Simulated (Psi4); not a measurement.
# CCSD(T)/aug-cc-pVTZ run of H2 (hydrogen)

What is the vertical electron affinity of H2 (hydrogen) at CCSD(T)/aug-cc-pVTZ? 

Program for the calculation: Psi4 1.11.

9 further runs of the same task are left out: 7 that didn't finish, 2 set aside as unsound or not needed.

## Step 1: The structure to begin with

H2: 2 atoms, total charge 0, spin state singlet. As SMILES, `[H][H]`. The coordinates come from a PBE0-D4/def2-TZVP relaxation.

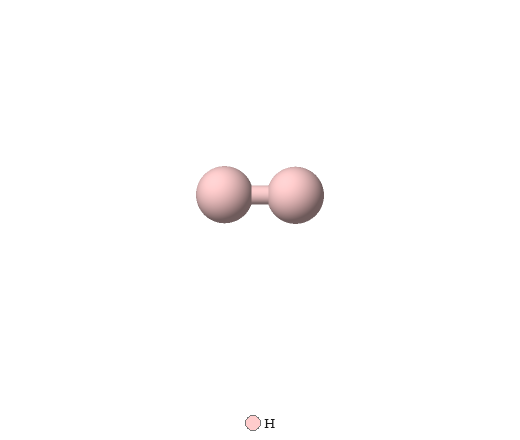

The structure, seen from a chosen angle (hydrogen pink).

## Step 2: A single-point energy at CCSD(T)/aug-cc-pVTZ

File input.json:

```json
{
  "schema_name": "qcschema_input",
  "schema_version": 1,
  "molecule": {
    "schema_name": "qcschema_molecule",
    "schema_version": 2,
    "symbols": ["H", "H"],
    "geometry": [0.60338955, -0.18746083, 0.31274967, -0.60338955, 0.18746083, -0.31274967],
    "molecular_charge": 0,
    "molecular_multiplicity": 1,
    "fix_symmetry": "c1"
  },
  "driver": "energy",
  "model": {
    "method": "ccsd(t)",
    "basis": "aug-cc-pVTZ"
  },
  "keywords": {
    "puream": true,
    "e_convergence": 1e-09,
    "d_convergence": 1e-08,
    "scf_type": "pk",
    "num_frozen_docc": 0
  }
}
```

Launch:

```bash
$ psi4 --qcschema input.json -n 1 --memory 1600MB
```

stdout:

```text
[...]
  Running in c1 symmetry.
[...]
  Nuclear repulsion =    0.709214244738328
[...]
  Multiplicity = 1
[...]
  Nalpha       = 1
  Nbeta        = 1
[...]
    Number of basis functions: 46
[...]
   @RHF iter   1:    -1.12964525828946   -2.92338e-01   1.02464e-03 ADIIS/DIIS
[...]
   @RHF iter   6:    -1.13296013665916   -1.11284e-11   5.96963e-09 DIIS
[...]
    Orbital Energies [Eh]
    ---------------------
    Doubly Occupied:
       1A     -0.592775
    Virtual:
       2A      0.052494     3A      0.053164     4A      0.189773
       5A      0.208736     6A      0.208736     7A      0.284706
       8A      0.297411     9A      0.297411    10A      0.417878
      11A      0.419407    12A      0.738431    13A      0.790996
      14A      0.790996    15A      0.883650    16A      0.883650
      17A      0.902369    18A      0.930869    19A      0.930869
      20A      1.044898    21A      1.047624    22A      1.047624
      23A      1.066667    24A      1.066667    25A      1.522964
[...]
  @RHF Final Energy:    -1.13296013665916
   => Energetics <=
    Nuclear Repulsion Energy =              0.7092142447383283
    One-Electron Energy =                  -2.4987993764536416
    Two-Electron Energy =                   0.6566249950561529
    Total Energy =                         -1.1329601366591604
[...]
 Multipole Moments:
 ------------------------------------------------------------------------------------
     Multipole            Electronic (a.u.)      Nuclear  (a.u.)        Total (a.u.)
 ------------------------------------------------------------------------------------
 L = 1.  Multiply by 2.5417464519 to convert [e a0] to [Debye]
 Dipole X            :         -0.0000000            0.0000000           -0.0000000
 Dipole Y            :         -0.0000000            0.0000000           -0.0000000
 Dipole Z            :          0.0000000            0.0000000            0.0000000
 Magnitude           :                                                    0.0000000
[...]
      * MP2 total energy                      =   -1.164971351906694
[...]
      * CCSD total energy                     =   -1.172629017730583
[...]
      * CCSD(T) total energy                  =   -1.172629017730583
[...]
```

The result, in JSON:

```text
{
 "driver": "energy",
 "model": {
  "method": "ccsd(t)",
  "basis": "aug-cc-pVTZ"
 },
 "success": true,
 "return_result": -1.1726290177305827,
 "properties": {
  "calcinfo_nbasis": 46,
  "calcinfo_nmo": 46,
  "calcinfo_nalpha": 1,
  "calcinfo_nbeta": 1,
  "calcinfo_natom": 2,
  "nuclear_repulsion_energy": 0.7092142447383283,
  "return_energy": -1.1726290177305827,
  "scf_one_electron_energy": -2.4987993764536416,
  "scf_two_electron_energy": 0.6566249950561529,
  "scf_dipole_moment": [-7.45861705730988e-14, -9.301387578148811e-17, 4.030276301211006e-16],
  "scf_total_energy": -1.1329601366591604,
  "scf_iterations": 6,
  "mp2_same_spin_correlation_energy": 6.938893903907228e-18,
  "mp2_opposite_spin_correlation_energy": -0.03201121524744166,
  "mp2_singles_energy": -5.271038210542164e-26,
  "mp2_doubles_energy": -0.03201121524744165,
  "mp2_correlation_energy": -0.03201121524744165,
  "mp2_total_energy": -1.1649713519066942,
  "ccsd_same_spin_correlation_energy": -2.0816681711721685e-17,
  "ccsd_opposite_spin_correlation_energy": -0.03966888107132918,
  "ccsd_singles_energy": 0.0,
  "ccsd_doubles_energy": -0.0396688810713292,
  "ccsd_correlation_energy": -0.03966888107133006,
  "ccsd_total_energy": -1.1726290177305827,
  "ccsd_iterations": 11,
  "ccsd_prt_pr_correlation_energy": -0.03966888107133006,
  "ccsd_prt_pr_total_energy": -1.1726290177305827
 }
}
```

It took 2.8 s on 1 thread of AMD EPYC 9R45 (Zen 5), shared host; peak memory 0.25 GiB.

## Step 3: The doublet anion at the same level

File h2.xyz:

```xyz
2
H2
H      0.319300    -0.099200     0.165500
H     -0.319300     0.099200    -0.165500
```

File run.py:

```python
import numpy as np
from ase.calculators.psi4 import Psi4
from ase.io import read

mol = read('h2.xyz')
calc = Psi4(atoms=mol, method='ccsd(t)', basis='aug-cc-pVTZ', memory='1600MB', num_threads=1, charge=-1, multiplicity=2, label='calc', reference='uhf')
calc.psi4.set_options({'puream': True, 'e_convergence': 1e-09, 'd_convergence': 1e-08, 'scf_type': 'pk', 'num_frozen_docc': 0, 'maxiter': 100})
mol.calc = calc

print(f'energy: {mol.get_potential_energy():.6f} eV')
```

Launch:

```bash
$ python run.py
```

calc.dat:

```text
[...]
  Running in c1 symmetry.
[...]
  Nuclear repulsion =    0.709214241018519
[...]
  Multiplicity = 2
[...]
  Nalpha       = 2
  Nbeta        = 1
[...]
    Number of basis functions: 46
[...]
   @UHF iter   1:    -1.06788159363505   -2.30574e-01   1.26486e-03 DIIS/ADIIS
[...]
   @UHF iter   9:    -1.08060815221200   -2.45559e-12   2.84308e-09 DIIS
[...]
   @S^2 Observed:                7.502898588E-01
[...]
    Orbital Energies [Eh]
    ---------------------
    Alpha Occupied:
       1A     -0.435200     2A      0.052195
    Alpha Virtual:
       3A      0.156707     4A      0.321922     5A      0.353953
       6A      0.353953     7A      0.422693     8A      0.432202
       9A      0.432202    10A      0.562281    11A      0.567537
      12A      0.889524    13A      0.943149    14A      0.943149
      15A      1.037092    16A      1.037092    17A      1.058266
      18A      1.084962    19A      1.084962    20A      1.201258
      21A      1.201258    22A      1.204442    23A      1.222799
      24A      1.222799    25A      1.680371    26A      2.092778
[...]
  @UHF Final Energy:    -1.08060815221200
   => Energetics <=
    Nuclear Repulsion Energy =              0.7092142410185192
    One-Electron Energy =                  -2.7619779850093291
    Two-Electron Energy =                   0.9721555917788149
    Total Energy =                         -1.0806081522119950
  UHF NO Occupations:
  HONO-1 :    1  A 1.9998551
  HONO-0 :    2  A 1.0000000
[...]
 Multipole Moments:
 ------------------------------------------------------------------------------------
     Multipole            Electronic (a.u.)      Nuclear  (a.u.)        Total (a.u.)
 ------------------------------------------------------------------------------------
 L = 1.  Multiply by 2.5417464519 to convert [e a0] to [Debye]
 Dipole X            :         -0.0000000            0.0000000           -0.0000000
 Dipole Y            :          0.0000000            0.0000000            0.0000000
 Dipole Z            :         -0.0000000            0.0000000           -0.0000000
 Magnitude           :                                                    0.0000000
[...]
      * MP2 total energy                      =   -1.114522951704844
[...]
      * CCSD total energy                     =   -1.122576710049892
[...]
      * CCSD(T) total energy                     =   -1.122761415734380
```

Standard output:

```text
energy: -30.551894 eV
```

It took 3.6 s on 1 thread of AMD EPYC 9R45 (Zen 5), shared host; peak memory 0.25 GiB.

## Step 4: Outcome

At CCSD(T)/aug-cc-pVTZ:

| quantity | value |
| --- | --- |
| singlet H2: total energy | -1.17263 Eh |
| singlet H2: HOMO energy (Hartree–Fock orbitals) | -16.13 eV |
| singlet H2: LUMO energy (Hartree–Fock orbitals) | 1.43 eV |
| singlet H2: HOMO–LUMO gap (Hartree–Fock orbitals) | 17.56 eV |
| singlet H2: correlation energy | -39.7 mEh |
| singlet H2: (T) correction | 0.00 mEh |
| singlet H2: T1 diagnostic | 0.005 |
| doublet anion: total energy | -1.12276 Eh |
| doublet anion: HOMO energy (Hartree–Fock orbitals) (highest over α and β) | 1.42 eV |
| doublet anion: LUMO energy (Hartree–Fock orbitals) (lowest over α and β) | 4.26 eV |
| doublet anion: correlation energy | -42.2 mEh |
| doublet anion: (T) correction | -0.18 mEh |
| doublet anion: ⟨S²⟩ of the reference determinant | 0.750 |
| doublet anion: T1 diagnostic | 0.019 |
| vertical electron affinity (to the doublet anion) | -1.357 eV |

**Reading.** The anion lies 1.36 eV (131 kJ/mol) above the neutral: the electron isn't bound at this level, and such a value depends on the basis. The triples (singlet H2) make up 0.0 % of the correlation energy. The triples (doublet anion) make up 0.4 % of the correlation energy. The HOMO (doublet anion) lies at positive energy, 1.42 eV: the electron is unbound at this level or held by a compact basis; values depend on the basis.
